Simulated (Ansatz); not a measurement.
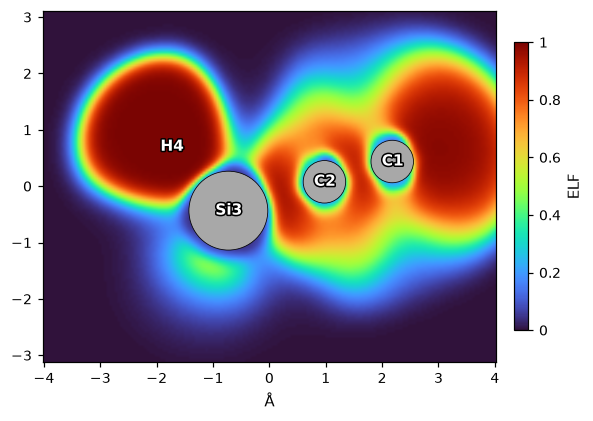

Figure 1: C2H3Si (SMILES [C-]#C[SiH3]) (charge −1). ELF on the plane of atoms C2, Si3 and H4. Grey discs cover the atomic cores.

Geometry: PBE0-D3(BJ)/def2-SVPD.

These are results of isolated molecule in a Gaussian basis; Kohn-Sham density functional theory, functional PBE0 in Ansatz 0.2.0, not measurements.

Input

```
crystal:
  periodic: [false, false, false]
  atoms:
    - {symbol: C, position_ang: [-3.684841, -1.292448, -2.719933]}
    - {symbol: C, position_ang: [-2.965591, -0.414218, -2.183150]}
    - {symbol: Si, position_ang: [-1.945927, 0.831738, -1.424264]}
    - {symbol: H, position_ang: [-2.563041, 1.509092, -0.221408]}
    - {symbol: H, position_ang: [-0.614027, 0.333536, -0.910130]}
    - {symbol: H, position_ang: [-1.572001, 1.982790, -2.330779]}
basis:
  gaussian: {orbitals: def2-TZVPD}
total_charge: -1
output: {forces: true, orbitals: {seedname: orbitals}}
hamiltonian: {xc: pbe0}
```

Command:

```sh
ansatz run input.yaml --threads 1 --pin off --max-ram 2610MiB --events-out events.jsonl --progress --plain --runs-dir runs
```

Question: Read the bonding off the picture.

Answer:
- The section cuts through C, Si and H sites.
- C–C (1.26 Å): the ELF peaks at about 0.90 between the atoms (a short, multiple covalent bond).
- C–Si (1.78 Å): the ELF peaks at about 0.95 between the atoms (localised, covalent bonding).
- Si–H (1.51 Å): the ELF climbs to about 1 towards the hydrogen, as it does in any bond to H.
- The ELF also peaks beside C1, away from the bonds: lone-pair regions.
